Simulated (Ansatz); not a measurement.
# CH6Cl2GaP: how energies converge with the basis set

Aim: see how fast density functionals converge with the basis set for CH6Cl2GaP.

Program: Ansatz 0.2.0, Gaussian basis. Level of theory: one geometry, several basis sets. These are calculated values, not measurements.

Levels to be run: PBE0-D4/def2-SVP; ωB97M-V/def2-SVP; PBE0-D4/def2-QZVPP; ωB97M-V/def2-QZVPP; the functionals' def2-TZVPP values are taken from earlier runs.

## (1) The geometry

An earlier PBE0-D4 in a triple-zeta def2 set relaxation fixed the geometry.

11 atoms, charge 0, spin multiplicity 1.

Atoms are counted from 1 here; the program's logs count them from 0.

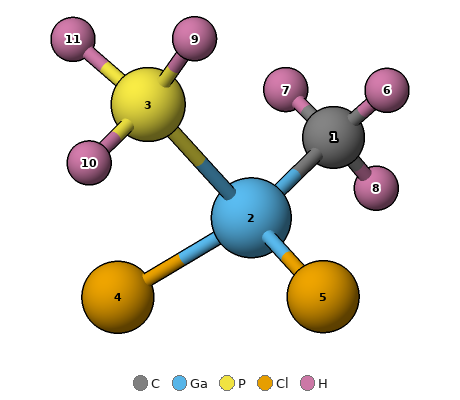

The geometry (carbon grey, gallium blue, phosphorus yellow, chlorine amber, hydrogen pink); atoms are numbered from 1 in the order of the file.

## (2) PBE0-D4 in def2-SVP

Contents of in.yaml:

```yaml
crystal:
  periodic: [false, false, false]
  atoms:
    - {symbol: C, position_ang: [-1.679004, 0.985428, 0.307696]}
    - {symbol: Ga, position_ang: [-0.307707, 0.218953, -0.855448]}
    - {symbol: P, position_ang: [1.501075, -0.916459, 0.508456]}
    - {symbol: Cl, position_ang: [-0.744209, -1.587139, -2.002992]}
    - {symbol: Cl, position_ang: [1.109961, 1.530977, -1.873919]}
    - {symbol: H, position_ang: [-1.248239, 1.744873, 0.961525]}
    - {symbol: H, position_ang: [-2.148978, 0.208351, 0.911985]}
    - {symbol: H, position_ang: [-2.447878, 1.455706, -0.308046]}
    - {symbol: H, position_ang: [2.325283, -0.192432, 1.393556]}
    - {symbol: H, position_ang: [2.482425, -1.465656, -0.335576]}
    - {symbol: H, position_ang: [1.222772, -2.039502, 1.313464]}
basis:
  gaussian: {orbitals: def2-SVP}
hamiltonian: {xc: pbe0, dispersion: d4}
output: {orbitals: {seedname: orbitals}}
```

The run is started by

```console
$ ansatz run in.yaml --threads 4 --pin off --events-out ev --progress --plain --max-ram 11315MiB
```

Log:

```text
Functional definition: PBE0
  name "PBE0"
  cite "Adamo & Barone, J. Chem. Phys. 110, 6158 (1999) doi:10.1063/1.478522"
  cite "Perdew, Burke & Ernzerhof, Phys. Rev. Lett. 77, 3865 (1996) doi:10.1103/PhysRevLett.77.3865"
  parent pbe
  parameter a = 0.25
  parameter kappa = 0.804
  parameter beta = 0.06672455060314922
  exchange = (1 - a)*pbe_x(kappa = kappa, mu = beta*pi^2/3) + a*exact_x
  correlation = pbe_c(beta = beta)
1255 factors; integrals over basis functions are off by at most 1.0e-3 eV
mean field evaluation 1: about -87806.7135 eV, gradient 4.9e1 eV
mean field evaluation 2: about -87804.0566 eV, gradient 5.8e1 eV
mean field evaluation 4: about -87812.0985 eV, gradient 1.5e0 eV
mean field evaluation 8: about -87812.2160 eV, gradient 2.8e-1 eV
mean field evaluation 16: about -87812.2162 eV, gradient 2.9e-5 eV
mean field -87812.21622941 eV, -3227.0394251729 hartree, gradient 2.9e-5 eV, S^2 0.000000; 0 other end points of the search recorded, 0 dependent functions left out
reference -87812.21626070 eV, -3227.0394263226 hartree; 46, 46 occupied and 84, 84 virtual orbitals, 1255 factors
Total energy: -87812.51386262 eV, -3227.0503629917 hartree
```

It took 2.2 s on 4 threads of Arm Neoverse V1, shared host; peak memory 0.34 GiB.

## (3) ωB97M-V in def2-SVP

Changes to in.yaml since step 2:

```diff
@@ -16,3 +16,3 @@
   gaussian: {orbitals: def2-SVP}
-hamiltonian: {xc: pbe0, dispersion: d4}
+hamiltonian: {xc: {name: wB97M-V}}
 output: {orbitals: {seedname: orbitals}}
```

Same command.

Log, shortened:

```text
Functional definition: wB97M-V
  name "wB97M-V"
  cite "Mardirossian & Head-Gordon, J. Chem. Phys. 144, 214110 (2016) doi:10.1063/1.4952647"
  cite "Becke, J. Chem. Phys. 107, 8554 (1997) doi:10.1063/1.475007"
  cite "Vydrov & Van Voorhis, J. Chem. Phys. 133, 244103 (2010) doi:10.1063/1.3521275"
  # Of w^i u^j: cxij and so on, Table III.
[...]
  gx(w, u) = 1 - cx + cx01*u + cx10*w
  gss(w, u) = css00 + css04*u^4 + css10*w + css20*w^2 + css43*w^4*u^3
  gos(w, u) = cos00 + cos10*w + (cos20 + cos21*u)*w^2 + (cos60 + cos61*u)*w^6
[...]
      + integral(e_c_pw_mod_opposite_spin*gos(b97_w_opposite, b97_u_opposite)) + vv10(b, c)
1255 factors; integrals over basis functions are off by at most 1.0e-3 eV
357 factors; integrals over basis functions are off by at most 6.5e-6 eV
[...]
mean field -87826.70492585 eV, -3227.5718749461 hartree, gradient 2.3e-5 eV, S^2 0.000000; 0 other end points of the search recorded, 0 dependent functions left out
reference -87826.70497416 eV, -3227.5718767215 hartree; 46, 46 occupied and 84, 84 virtual orbitals, 1255 factors
Total energy: -87826.70497416 eV, -3227.5718767215 hartree
```

Wall time 8 s (4 threads of Arm Neoverse V1, shared host); peak memory 0.5 GiB.

## (4) PBE0-D4 in def2-QZVPP

Changes to in.yaml since step 3:

```diff
@@ -15,4 +15,4 @@
 basis:
-  gaussian: {orbitals: def2-SVP}
-hamiltonian: {xc: {name: wB97M-V}}
+  gaussian: {orbitals: "def2-QZVPP.json"}
+hamiltonian: {xc: pbe0, dispersion: d4}
 output: {orbitals: {seedname: orbitals}}
```

Launched as before.

Log:

```text
Functional definition: PBE0
  name "PBE0"
  cite "Adamo & Barone, J. Chem. Phys. 110, 6158 (1999) doi:10.1063/1.478522"
  cite "Perdew, Burke & Ernzerhof, Phys. Rev. Lett. 77, 3865 (1996) doi:10.1103/PhysRevLett.77.3865"
  parent pbe
  parameter a = 0.25
  parameter kappa = 0.804
  parameter beta = 0.06672455060314922
  exchange = (1 - a)*pbe_x(kappa = kappa, mu = beta*pi^2/3) + a*exact_x
  correlation = pbe_c(beta = beta)
2245 factors; their error is unknown
mean field evaluation 1: about -87826.6327 eV, gradient 6.0e1 eV
mean field evaluation 2: about -87822.5765 eV, gradient 7.3e1 eV
mean field evaluation 4: about -87834.0614 eV, gradient 3.4e0 eV
mean field evaluation 8: about -87834.0784 eV, gradient 4.5e-2 eV
mean field evaluation 16: about -87834.2695 eV, gradient 1.0e-4 eV
mean field -87834.26946224 eV, -3227.8498665310 hartree, gradient 1.5e-5 eV, S^2 0.000000; 0 other end points of the search recorded, 0 dependent functions left out
reference -87834.26950599 eV, -3227.8498681389 hartree; 46, 46 occupied and 490, 490 virtual orbitals, 2245 factors
Total energy: -87834.56710792 eV, -3227.8608048080 hartree
```

Wall time 21 s (4 threads of Arm Neoverse V1, shared host); peak memory 3.1 GiB.

## (5) ωB97M-V in def2-QZVPP

Changes to in.yaml since step 4:

```diff
@@ -16,3 +16,3 @@
   gaussian: {orbitals: "def2-QZVPP.json"}
-hamiltonian: {xc: pbe0, dispersion: d4}
+hamiltonian: {xc: {name: wB97M-V}}
 output: {orbitals: {seedname: orbitals}}
```

Same command.

Log, shortened:

```text
Functional definition: wB97M-V
  name "wB97M-V"
  cite "Mardirossian & Head-Gordon, J. Chem. Phys. 144, 214110 (2016) doi:10.1063/1.4952647"
  cite "Becke, J. Chem. Phys. 107, 8554 (1997) doi:10.1063/1.475007"
  cite "Vydrov & Van Voorhis, J. Chem. Phys. 133, 244103 (2010) doi:10.1063/1.3521275"
  # Of w^i u^j: cxij and so on, Table III.
[...]
  gx(w, u) = 1 - cx + cx01*u + cx10*w
  gss(w, u) = css00 + css04*u^4 + css10*w + css20*w^2 + css43*w^4*u^3
  gos(w, u) = cos00 + cos10*w + (cos20 + cos21*u)*w^2 + (cos60 + cos61*u)*w^6
[...]
      + integral(e_c_pw_mod_opposite_spin*gos(b97_w_opposite, b97_u_opposite)) + vv10(b, c)
2176 factors; their error is unknown
419 factors; integrals over basis functions are off by at most 1.9e-5 eV
[...]
mean field -87848.65642386 eV, -3228.3785776188 hartree, gradient 1.4e-5 eV, S^2 0.000000; 0 other end points of the search recorded, 0 dependent functions left out
reference -87848.65649280 eV, -3228.3785801524 hartree; 46, 46 occupied and 490, 490 virtual orbitals, 2176 factors
Total energy: -87848.65649280 eV, -3228.3785801524 hartree
```

Wall time 44 s (4 threads of Arm Neoverse V1, shared host); peak memory 3.1 GiB.

## (6) Functionals by basis

The def2-TZVPP values come from earlier runs at the same geometry.

```
functional       basis  functions  energy (eV)  from the largest (eV)  HOMO (eV)  LUMO (eV)
   PBE0-D4    def2-SVP        130  -87812.5139                 22.053      -7.84      -0.15
   PBE0-D4  def2-TZVPP        289  -87832.2925                  2.275      -8.01      -0.54
   PBE0-D4  def2-QZVPP        536  -87834.5671                  0.000      -8.04      -0.63
   ωB97M-V    def2-SVP        130  -87826.7050                 21.952     -10.00       1.84
   ωB97M-V  def2-TZVPP        289  -87846.4637                  2.193     -10.20       1.33
   ωB97M-V  def2-QZVPP        536  -87848.6565                  0.000     -10.24       0.84
```

## (7) Outcome

```
                                       quantity           value
PBE0-D4: double and triple zeta above quadruple  22.05, 2.27 eV
ωB97M-V: double and triple zeta above quadruple  21.95, 2.19 eV
```

What this shows: For PBE0-D4 the step from double to triple zeta gains 19.78 eV and the next only 2.27 eV. Total energies overstate the basis error of differences, where much of it tends to cancel. The LUMO of ωB97M-V is positive and keeps falling with the basis (1.84 to 0.84 eV): an unbound level that the basis holds in place.

For PBE0-D4 the largest set took about 10 times as long as the smallest (21 s against 2.2 s).
